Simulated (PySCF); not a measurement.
**Eu2O2F2: how settings move a single point**

Which settings matter for Eu2O2F2? Each run alters one on purpose. The structure is generated, not taken from experiment.

The runs use PySCF 2.14.0; PBE, Eu lcecp-1-SVP with ECP52, O def2-SVP, F def2-SVP; scalar-relativistic core potentials, no spin–orbit coupling.

4 further runs of the same task are left out: 2 for a known fault of the program, 2 that didn't finish.

### Step 1. The starting structure

6 atoms, charge 0, spin multiplicity 1.

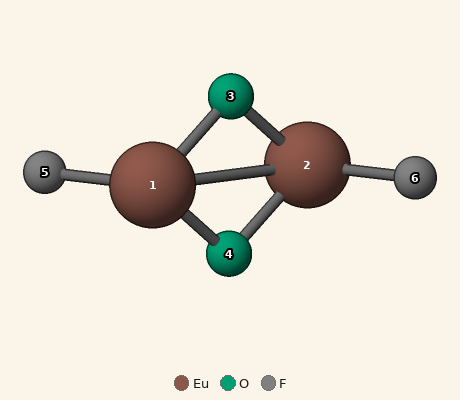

The structure; europium brown, oxygen teal, fluorine grey; atoms are numbered from 1 in the order of the file.

Geometry (Å):

```
atom    x (Å)    y (Å)    z (Å)
 Eu1   0.0000  -0.7315   1.4291
 Eu2   0.0000   0.7315  -1.4291
  O3   1.3571   0.0000   0.0000
  O4  -1.3571   0.0000   0.0000
  F5   0.0000   0.5029   3.0915
  F6   0.0000  -0.5029  -3.0915
```

Formal oxidation states: Eu +3. Each metal's 6 4f electrons lie in its core potential, so multiplicities, spins and levels count the valence alone. An earlier session relaxed this geometry at PBE, Eu lcecp-1-SVP with ECP52, O def2-SVP, F def2-SVP (singlet, point group C2h).

The sound run used a (50, 194) grid (finer on f atoms), a threshold of 1e-8 and at most 55 cycles, and ended at -420.565304 Eh.

### Step 2. Altered run 1

Input file run.py (the lines that set the calculation):

```python
mol = gto.M(atom='''
Eu     0.00000    -0.73154     1.42908
Eu     0.00000     0.73154    -1.42908
O      1.35714     0.00000     0.00000
O     -1.35714     0.00000     0.00000
F      0.00000     0.50288     3.09148
F      0.00000    -0.50288    -3.09148''',
    basis={'Eu': 'lcecp-1-SVP', 'O': 'def2-SVP', 'F': 'def2-SVP'},
    ecp={'Eu': 'lcecp-1-SVP'},
    charge=0, spin=0)
mf = dft.RKS(mol, xc='PBE')
mf.grids.atom_grid = (50, 194)  # f atoms: unpruned, at least (60, 302)
mf = mf.density_fit()  # fitting sets: Eu AutoAux, O def2-universal-JKFIT, F def2-universal-JKFIT
mf.conv_tol = 1e-06; mf.max_cycle = 55
mf.kernel(dm0)  # dm0: free metal ions and neutral atoms
```

Launch:

```console
$ OMP_NUM_THREADS=2 python run.py
```

The program printed:

```text
init E= -430.802626110555
  HOMO = -0.154716651471476  LUMO = -0.100292074511209  gap/eV = 1.48097
cycle= 1 E= -419.037313905028  delta_E= 11.8  |g|= 2.96  |ddm|= 4.38
  HOMO = -0.178783771796165  LUMO = -0.0691685494555175  gap/eV = 2.98278
cycle= 2 E= -417.57115235227  delta_E= 1.47  |g|= 3.94  |ddm|= 4.67
  HOMO = -0.156161821789601  LUMO = -0.0710880621613924  gap/eV = 2.31497
cycle= 3 E= -420.415764151555  delta_E= -2.84  |g|= 0.786  |ddm|= 2.98
  HOMO = -0.262605611996694  LUMO = -0.0875918673768853  gap/eV = 4.76237
cycle= 4 E= -420.181891627268  delta_E= 0.234  |g|= 1.35  |ddm|= 1.62
  HOMO = -0.232253036516788  LUMO = -0.0898101831388718  gap/eV = 3.87607
cycle= 5 E= -420.561353806051  delta_E= -0.379  |g|= 0.127  |ddm|= 0.997
  HOMO = -0.217261454868712  LUMO = -0.0844297090023909  gap/eV = 3.61454
cycle= 6 E= -420.565258185462  delta_E= -0.0039  |g|= 0.0139  |ddm|= 0.154
  HOMO = -0.218889514527869  LUMO = -0.0851455232883001  gap/eV = 3.63936
cycle= 7 E= -420.565299978245  delta_E= -4.18e-05  |g|= 0.00426  |ddm|= 0.0248
  HOMO = -0.218978665962648  LUMO = -0.0851741702410858  gap/eV = 3.64101
cycle= 8 E= -420.565303685079  delta_E= -3.71e-06  |g|= 0.00101  |ddm|= 0.00403
  HOMO = -0.219043518022768  LUMO = -0.0851533759334335  gap/eV = 3.64334
cycle= 9 E= -420.5653038944  delta_E= -2.09e-07  |g|= 0.000287  |ddm|= 0.0015
  HOMO = -0.218953111402955  LUMO = -0.0851589571218091  gap/eV = 3.64072
Extra cycle  E= -420.565303661315  delta_E= 2.33e-07  |g|= 0.00109  |ddm|= 0.00118
converged SCF energy = -420.565303661315
```

Wall time 10 s (2 threads of Arm Neoverse V1, shared host).

Changed: the SCF threshold (1e-06). It converges in 9 cycles, at the sound run's energy within 0.001 eV, with a largest force component of 0.01 eV/Å. The result survives the change.

### Step 3. Altered run 2

Changes to run.py (the lines that set the calculation) since step 2:

```diff
@@ -13,3 +13,3 @@
 mf = mf.density_fit()  # fitting sets: Eu AutoAux, O def2-universal-JKFIT, F def2-universal-JKFIT
-mf.conv_tol = 1e-06; mf.max_cycle = 55
-mf.kernel(dm0)  # dm0: free metal ions and neutral atoms
+mf.conv_tol = 1e-08; mf.max_cycle = 55
+mf.kernel(dm0)  # dm0: smeared density
```

Launch:

```console
$ OMP_NUM_THREADS=2 python run.py
```

The program printed:

```text
init E= -420.471177780642
  HOMO = -0.247942364147691  LUMO = -0.0951944482650051  gap/eV = 4.15648
cycle= 1 E= -420.556147645975  delta_E= -0.085  |g|= 0.197  |ddm|= 0.353
  HOMO = -0.172464633613695  LUMO = -0.0851577507787593  gap/eV = 2.37574
cycle= 2 E= -420.434954880166  delta_E= 0.121  |g|= 0.785  |ddm|= 0.796
  HOMO = -0.217429330529114  LUMO = -0.0847109721635395  gap/eV = 3.61145
cycle= 3 E= -420.564551375625  delta_E= -0.13  |g|= 0.0636  |ddm|= 0.602
  HOMO = -0.216909686422099  LUMO = -0.0847430441969992  gap/eV = 3.59644
cycle= 4 E= -420.565193322961  delta_E= -0.000642  |g|= 0.0226  |ddm|= 0.0558
  HOMO = -0.218757068922395  LUMO = -0.0851724514480523  gap/eV = 3.63502
cycle= 5 E= -420.565294862347  delta_E= -0.000102  |g|= 0.00655  |ddm|= 0.0224
  HOMO = -0.218958830939619  LUMO = -0.0851571759285549  gap/eV = 3.64093
cycle= 6 E= -420.565303730393  delta_E= -8.87e-06  |g|= 0.000867  |ddm|= 0.00578
  HOMO = -0.21900953724096  LUMO = -0.0851540344646131  gap/eV = 3.64239
cycle= 7 E= -420.565303911035  delta_E= -1.81e-07  |g|= 0.000129  |ddm|= 0.000997
  HOMO = -0.219020894128428  LUMO = -0.0851555266148845  gap/eV = 3.64266
cycle= 8 E= -420.565303914874  delta_E= -3.84e-09  |g|= 1.75e-05  |ddm|= 0.000134
  HOMO = -0.219024673146141  LUMO = -0.0851571895913507  gap/eV = 3.64272
Extra cycle  E= -420.565303914352  delta_E= 5.22e-10  |g|= 5.29e-05  |ddm|= 5.8e-05
converged SCF energy = -420.565303914352
```

It took 9.8 s on 2 threads of Arm Neoverse V1, shared host.

Changed: the starting guess (smeared density). It converges in 8 cycles, at the sound run's energy within 0.001 eV, with a largest force component of 0.01 eV/Å. The result survives the change.

### Step 4. Altered run 3

Changes to run.py (the lines that set the calculation) since step 3:

```diff
@@ -11,5 +11,5 @@
 mf = dft.RKS(mol, xc='PBE')
-mf.grids.atom_grid = (50, 194)  # f atoms: unpruned, at least (60, 302)
+mf.grids.atom_grid = (15, 26)  # f atoms: unpruned
 mf = mf.density_fit()  # fitting sets: Eu AutoAux, O def2-universal-JKFIT, F def2-universal-JKFIT
 mf.conv_tol = 1e-08; mf.max_cycle = 55
-mf.kernel(dm0)  # dm0: smeared density
+mf.kernel(dm0)  # dm0: free metal ions and neutral atoms
```

Launch:

```console
$ OMP_NUM_THREADS=2 python run.py
```

The program printed:

```text
init E= -430.868478921991
  HOMO = -0.146762072035569  LUMO = -0.105116103132512  gap/eV = 1.13324
cycle= 1 E= -419.31804509092  delta_E= 11.6  |g|= 2.76  |ddm|= 4.42
  HOMO = -0.152415053695718  LUMO = -0.0665121452833117  gap/eV = 2.33754
cycle= 2 E= -417.993257797089  delta_E= 1.32  |g|= 3.73  |ddm|= 4.46
  HOMO = -0.165653123556766  LUMO = -0.0754620986932378  gap/eV = 2.45422
cycle= 3 E= -420.590901412727  delta_E= -2.6  |g|= 0.489  |ddm|=  2.8
  HOMO = -0.239939032923092  LUMO = -0.0923270810127042  gap/eV = 4.01673
cycle= 4 E= -420.422787362579  delta_E= 0.168  |g|= 1.05  |ddm|= 1.26
  HOMO = -0.217174180985699  LUMO = -0.0918412934279384  gap/eV = 3.41048
cycle= 5 E= -420.652664327768  delta_E= -0.23  |g|= 0.119  |ddm|= 0.826
  HOMO = -0.208667139394368  LUMO = -0.0872490132088374  gap/eV = 3.30396
cycle= 6 E= -420.655909383865  delta_E= -0.00325  |g|= 0.015  |ddm|= 0.133
  HOMO = -0.208642311029099  LUMO = -0.0877359125939948  gap/eV = 3.29003
cycle= 7 E= -420.655958756877  delta_E= -4.94e-05  |g|= 0.00286  |ddm|= 0.0236
  HOMO = -0.208596753836957  LUMO = -0.0876604158473233  gap/eV = 3.29085
cycle= 8 E= -420.655960353995  delta_E= -1.6e-06  |g|= 0.000729  |ddm|= 0.00371
  HOMO = -0.20861603051782  LUMO = -0.0876540274432395  gap/eV = 3.29154
cycle= 9 E= -420.65596044849  delta_E= -9.45e-08  |g|= 0.000226  |ddm|= 0.000711
  HOMO = -0.208597350418184  LUMO = -0.0876538241166404  gap/eV = 3.29104
cycle= 10 E= -420.655960461171  delta_E= -1.27e-08  |g|= 4.2e-05  |ddm|= 0.000231
  HOMO = -0.208595717159255  LUMO = -0.0876538773586898  gap/eV = 3.29100
cycle= 11 E= -420.655960461515  delta_E= -3.44e-10  |g|= 9.61e-06  |ddm|= 3.31e-05
  HOMO = -0.208594711956717  LUMO = -0.0876533465599389  gap/eV = 3.29098
Extra cycle  E= -420.655960461407  delta_E= 1.08e-10  |g|= 2.57e-05  |ddm|= 3e-05
converged SCF energy = -420.655960461407
```

Wall time 8.8 s (2 threads of Arm Neoverse V1, shared host).

Changed: the integration grid, to (15, 26). It converges in 11 cycles, -2.467 eV from the sound run, with a largest force component of 6.24 eV/Å. The setting is unsound, so these numbers aren't the compound's.

### Step 5. Altered run 4

Input file run.py (the lines that set the calculation):

```python
mol = gto.M(atom='''
Eu     0.00000    -0.68764     1.34333
Eu     0.00000     0.68764    -1.34333
O      1.27571     0.00000     0.00000
O     -1.27571     0.00000     0.00000
F      0.00000     0.47270     2.90599
F      0.00000    -0.47270    -2.90599''',
    basis={'Eu': 'lcecp-1-SVP', 'O': 'def2-SVP', 'F': 'def2-SVP'},
    ecp={'Eu': 'lcecp-1-SVP'},
    charge=0, spin=0)
mf = dft.RKS(mol, xc='PBE')
mf.grids.atom_grid = (50, 194)  # f atoms: unpruned, at least (60, 302)
mf = mf.density_fit()  # fitting sets: Eu AutoAux, O def2-universal-JKFIT, F def2-universal-JKFIT
mf.conv_tol = 1e-08; mf.max_cycle = 55
mf.kernel(dm0)  # dm0: free metal ions and neutral atoms
```

Launch:

```console
$ OMP_NUM_THREADS=2 python run.py
```

The program printed:

```text
init E= -431.115630298105
  HOMO = -0.169545461854446  LUMO = -0.0958132862116016  gap/eV = 2.00635
cycle= 1 E= -419.306419808599  delta_E= 11.8  |g|= 2.66  |ddm|= 4.54
  HOMO = -0.17448180199495  LUMO = -0.0583906586610352  gap/eV = 3.15900
cycle= 2 E= -418.013428768004  delta_E= 1.29  |g|= 3.65  |ddm|= 4.54
  HOMO = -0.212216324837593  LUMO = -0.0646083045912179  gap/eV = 4.01662
cycle= 3 E= -420.50560309865  delta_E= -2.49  |g|= 0.243  |ddm|= 2.78
  HOMO = -0.251537561866828  LUMO = -0.07744098706222  gap/eV = 4.73741
cycle= 4 E= -420.509155130585  delta_E= -0.00355  |g|= 0.274  |ddm|= 0.603
  HOMO = -0.231226918544848  LUMO = -0.075556789259758  gap/eV = 4.23600
cycle= 5 E= -420.52284294713  delta_E= -0.0137  |g|= 0.094  |ddm|= 0.224
  HOMO = -0.232913329546576  LUMO = -0.0732779814366182  gap/eV = 4.34390
cycle= 6 E= -420.524626407822  delta_E= -0.00178  |g|= 0.0178  |ddm|= 0.113
  HOMO = -0.23194511038041  LUMO = -0.0732699584678299  gap/eV = 4.31777
cycle= 7 E= -420.524694627678  delta_E= -6.82e-05  |g|= 0.00283  |ddm|= 0.0177
  HOMO = -0.231998384719316  LUMO = -0.073294031203634  gap/eV = 4.31857
cycle= 8 E= -420.52469595126  delta_E= -1.32e-06  |g|= 0.000762  |ddm|= 0.00229
  HOMO = -0.231944320027746  LUMO = -0.073266286271756  gap/eV = 4.31785
cycle= 9 E= -420.52469607503  delta_E= -1.24e-07  |g|= 0.000123  |ddm|= 0.00117
  HOMO = -0.231942397644537  LUMO = -0.073266449128447  gap/eV = 4.31779
cycle= 10 E= -420.524696078372  delta_E= -3.34e-09  |g|= 1.44e-05  |ddm|= 0.000153
  HOMO = -0.23194004670792  LUMO = -0.0732668436208949  gap/eV = 4.31772
Extra cycle  E= -420.524696078277  delta_E= 9.46e-11  |g|= 2.59e-05  |ddm|= 4.26e-05
converged SCF energy = -420.524696078277
```

Run time: 11 s. Hardware: 2 threads of Arm Neoverse V1, shared host.

Changed: the scale of all coordinates (0.94). It converges in 10 cycles, +1.105 eV from the sound run, with a largest force component of 4.66 eV/Å. The setting is unsound, so these numbers aren't the compound's.

### Step 6. Altered run 5

Input file run.py (the lines that set the calculation):

```python
mol = gto.M(atom='''
Eu     0.00000    -0.73154     1.42908
Eu     0.00000     0.73154    -1.42908
O      1.35714     0.00000     0.00000
O     -1.35714     0.00000     0.00000
F      0.00000     0.50288     3.09148
F      0.00000    -0.50288    -3.09148''',
    basis={'Eu': 'lcecp-1-SVP', 'O': 'def2-SVP', 'F': 'def2-SVP'},
    ecp={'Eu': 'lcecp-1-SVP'},
    charge=0, spin=0)
mf = dft.RKS(mol, xc='PBE')
mf.grids.atom_grid = (50, 194)  # f atoms: unpruned, at least (60, 302)
mf = mf.density_fit()  # fitting sets: Eu AutoAux, O def2-universal-JKFIT, F def2-universal-JKFIT
mf.conv_tol = 1e-08; mf.max_cycle = 67
mf.kernel(dm0)  # dm0: core Hamiltonian
```

Launch:

```console
$ OMP_NUM_THREADS=2 python run.py
```

The program printed:

```text
init E= -385.206873703645
  HOMO = 0.0817564133086661  LUMO = 0.084563373709556  gap/eV = 0.07638
cycle= 1 E= -339.512032522574  delta_E= 45.7  |g|= 10.2  |ddm|=  104
  HOMO = -1.81793724395098  LUMO = -1.74370618048953  gap/eV = 2.01993
cycle= 2 E= -369.436266825941  delta_E= -29.9  |g|= 10.7  |ddm|=  105
  HOMO = -1.02389959242414  LUMO = -0.537408103574606  gap/eV = 13.23811
cycle= 3 E= -415.202261672049  delta_E= -45.8  |g|= 4.88  |ddm|= 15.4
  HOMO = -0.521419505233929  LUMO = -0.167684518756662  gap/eV = 9.62562
cycle= 4 E= -419.321324410003  delta_E= -4.12  |g|= 2.27  |ddm|= 3.03
  HOMO = -0.134567938086008  LUMO = -0.0916530307619752  gap/eV = 1.16777
cycle= 5 E= -418.385902492982  delta_E= 0.935  |g|= 3.24  |ddm|= 4.04
  HOMO = -0.277207107657819  LUMO = -0.0922300483585559  gap/eV = 5.03348
cycle= 6 E= -420.195849444314  delta_E= -1.81  |g|= 1.29  |ddm|= 3.07
  HOMO = -0.229778808037121  LUMO = -0.0809115955043662  gap/eV = 4.05088
cycle= 7 E= -420.551183809483  delta_E= -0.355  |g|= 0.245  |ddm|= 0.893
  HOMO = -0.220797538260065  LUMO = -0.0858401168512998  gap/eV = 3.67238
cycle= 8 E= -420.564941373535  delta_E= -0.0138  |g|= 0.0376  |ddm|= 0.349
  HOMO = -0.219993741805525  LUMO = -0.0852954327716127  gap/eV = 3.66533
cycle= 9 E= -420.56516927065  delta_E= -0.000228  |g|= 0.0255  |ddm|= 0.0641
  HOMO = -0.219268568808487  LUMO = -0.0852524419127016  gap/eV = 3.64676
cycle= 10 E= -420.565271109465  delta_E= -0.000102  |g|= 0.0126  |ddm|= 0.0313
  HOMO = -0.219132802900999  LUMO = -0.0851365158791836  gap/eV = 3.64622
cycle= 11 E= -420.5653028207  delta_E= -3.17e-05  |g|= 0.0022  |ddm|= 0.0113
  HOMO = -0.219066954950511  LUMO = -0.0851693139458227  gap/eV = 3.64354
cycle= 12 E= -420.565303855522  delta_E= -1.03e-06  |g|= 0.000523  |ddm|= 0.00209
  HOMO = -0.219023104222805  LUMO = -0.0851547475877804  gap/eV = 3.64274
cycle= 13 E= -420.565303914563  delta_E= -5.9e-08  |g|= 4.07e-05  |ddm|= 0.000454
  HOMO = -0.21902225744666  LUMO = -0.0851564136118064  gap/eV = 3.64268
cycle= 14 E= -420.56530391494  delta_E= -3.77e-10  |g|= 5.93e-06  |ddm|= 5.27e-05
  HOMO = -0.219024540862257  LUMO = -0.0851566136094775  gap/eV = 3.64273
Extra cycle  E= -420.565303914858  delta_E= 8.17e-11  |g|= 2.07e-05  |ddm|= 2.18e-05
converged SCF energy = -420.565303914858
```

Run time: 13 s. Hardware: 2 threads of Arm Neoverse V1, shared host.

Changed: the starting guess (bare core Hamiltonian); the cycle limit is 67. It converges in 14 cycles, at the sound run's energy within 0.001 eV, with a largest force component of 0.01 eV/Å. The result survives the change.

### Step 7. Side by side

| run | changed | ending | energy change (eV) | cycles | time | usable |
| --- | --- | --- | --- | --- | --- | --- |
| 1 | the SCF threshold | converged | 0.000 | 9 | 10 s | yes |
| 2 | the starting guess | converged | 0.000 | 8 | 9.8 s | yes |
| 3 | the integration grid | converged | -2.467 | 11 | 8.8 s | no |
| 4 | the scale of all coordinates | converged | +1.105 | 10 | 11 s | no |
| 5 | the starting guess | converged | 0.000 | 14 | 13 s | yes |

3 of 5 altered runs give a usable result. 2 ended normally with numbers unfit to quote.
